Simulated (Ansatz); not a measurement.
## Electronic structure of B2H7NOSi in real space

```xyz
12

B     0.1778    1.8108    1.5025
O    -0.5846    0.9321    0.8478
Si   -0.4634   -0.6284    0.2176
B    -0.9382   -0.4242   -1.7234
N     1.0861   -1.3512    0.3241
H     1.3164    1.5384    1.7980
H    -0.2906    2.8816    1.7885
H    -1.3660   -1.4438    1.0548
H    -1.9708   -0.7989   -2.2014
H    -0.1521    0.0994   -2.4647
H     1.4149   -1.7939    1.1661
H     1.8532   -1.0438   -0.2509
```

Computed with RKS BHLYP/def2-SVP in Ansatz.

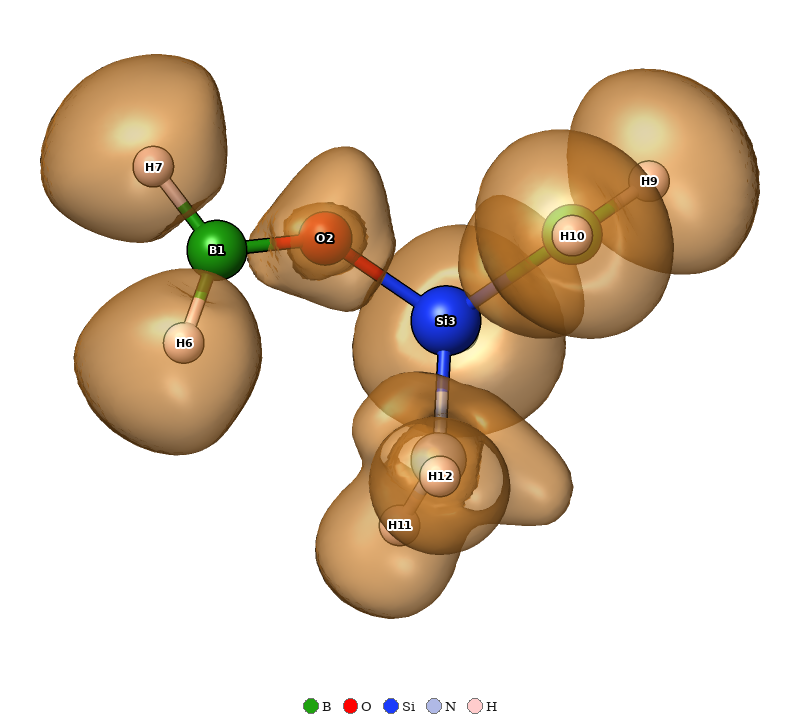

Figure 1. Isosurface of the ELF at 0.75 (orange), seen across its widest extent. Core shells and regions of very low density are left out.

Question: Where are the electrons localised?

Answer: The ELF exceeds this value in one region between bonded B–Si atoms (shared pairs), five regions around hydrogen nuclei, one region on O in which the atom's valence shell and bonds are merged and one joined region spread over several atoms (H, N), in which their bonds and any lone pairs are merged. Along the contacts the grid gives the following. B–O (1.33 Å): the ELF peaks at about 0.90 between the atoms (a polar covalent bond). Si–O (1.69 Å): the ELF peaks at about 0.90 between the atoms (a shared but strongly polarised pair).

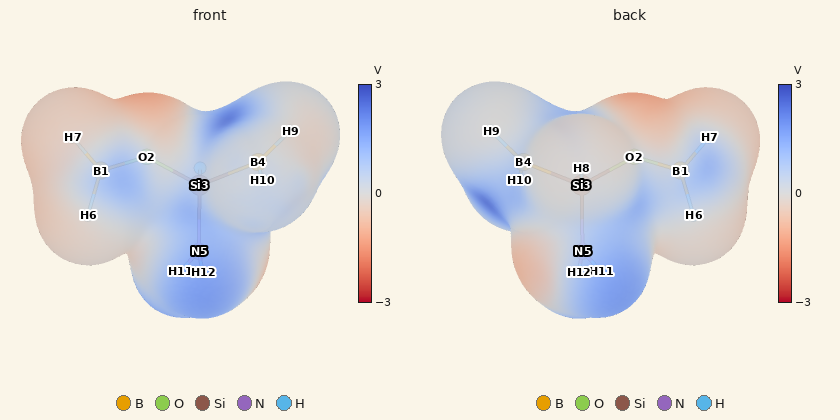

Figure 2. The molecular electrostatic potential painted on the density surface at 0.002 e/bohr³, seen from the front and from behind; red is negative and blue positive.

Question: Describe the electrostatic potential map.

Answer: The most negative region (about −1.2 V) lies over O2, the most positive (about +2.1 V) over B4. O2 is the likeliest acceptor of a hydrogen bond.

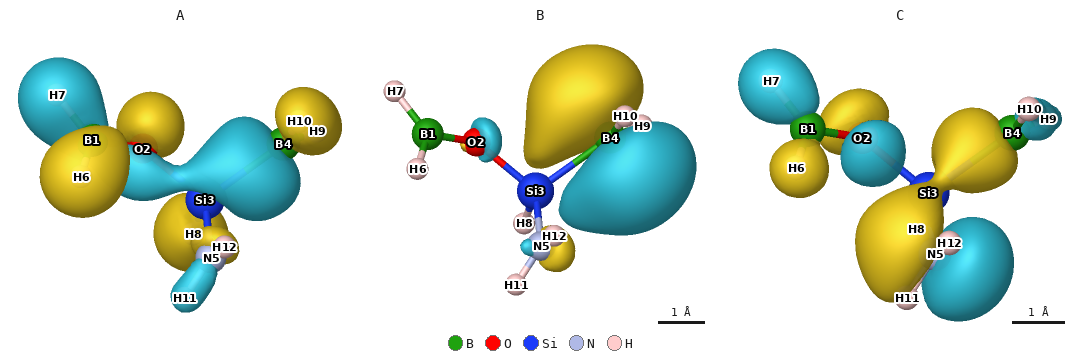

Figure 3. Three frontier orbitals at ±0.1 Å⁻³ᐟ² (yellow and cyan are the two phases), in no order.

Question: Order the three orbitals by energy and name them.

Answer: A is the HOMO−1 (−9.37 eV). It lies mainly on O2 (about 20 %), B4 (about 20 %), Si3 (about 15 %), B1 (about 15 %), H6 (about 10 %) and H7 (about 10 %). C is the HOMO (−8.97 eV). By Hirshfeld shares it lies mainly on N5 (about 50 %), O2 (about 15 %), Si3 (about 10 %) and B4 (about 5 %). B is the LUMO (−1.19 eV). By Hirshfeld shares it lies mainly on B4 (about 65 %), H9 (about 5 %) and H10 (about 5 %).

Question: What is the HOMO–LUMO gap?

Answer: 7.78 eV between the orbital energies.

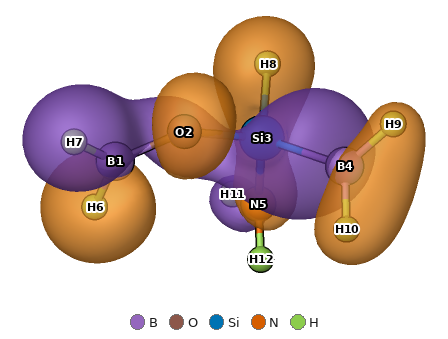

Figure 4. The HOMO−1 at ±0.08 Å⁻³ᐟ² (orange and purple are the two phases), seen from one side.

Question: What is the character of this orbital?

Answer: Its weight (Hirshfeld) is mainly on O2 (about 20 %), B4 (about 20 %), Si3 (about 15 %), B1 (about 15 %), H6 (about 10 %) and H7 (about 10 %). Its energy is −9.37 eV.
